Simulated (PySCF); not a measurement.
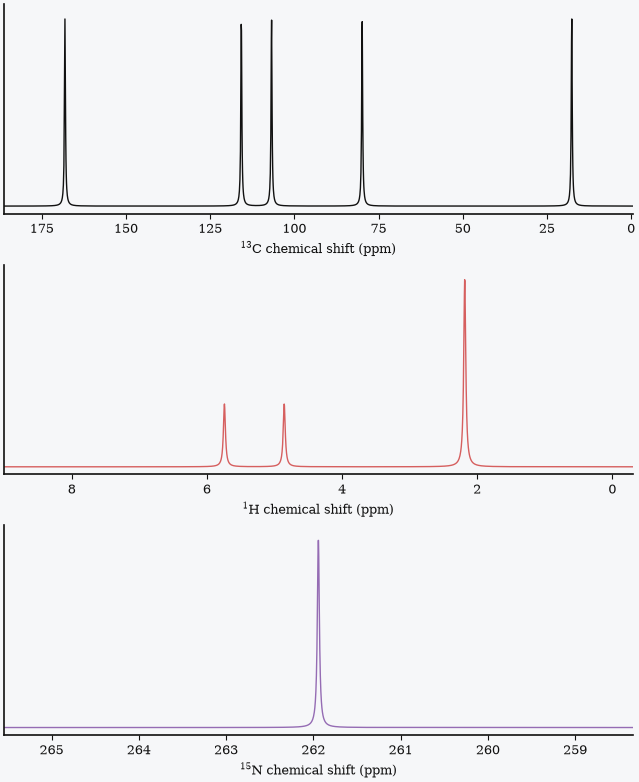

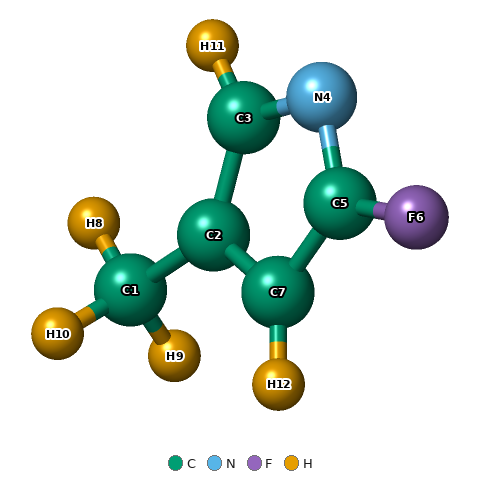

Spectrum and numbered structure of C₅H₅FN⁻, SMILES Cc1c[n-]c(F)c1. GIAO shifts, PBE0/pcSseg-1 in PySCF 2.14.0, at a GFN2-xTB geometry (no frequency check), against TMS for ¹³C, TMS for ¹H and NH₃ for ¹⁵N computed at the same level (¹⁵N: a single molecule, while the usual scales start at liquid NH₃ or nitromethane; multiply bonded nitrogen can come out tens of ppm too deshielded). Gas phase, fully decoupled, line heights follow the number of nuclei, widths are arbitrary (no quadrupolar broadening); values of one conformer, averaged over methyl-type rotors and exact or near symmetry.

Q: Which ¹³C nuclei are the least shielded, and which the most?

A: Least shielded: C5 at 168.1 ppm. Most shielded: C1 at 17.6 ppm.

Q: Which atoms give which ¹H line?

A:
```
δ (ppm)  nuclei        atoms
   5.74       1          H11
   4.86       1          H12
   2.18       3  H8, H9, H10
```

Q: Where does the ¹⁵N line lie?

A: At 261.9 ppm (N4).

Note: the tight-binding geometry is rougher than a DFT one and adds to the error; an anion in a basis that has no diffuse functions.
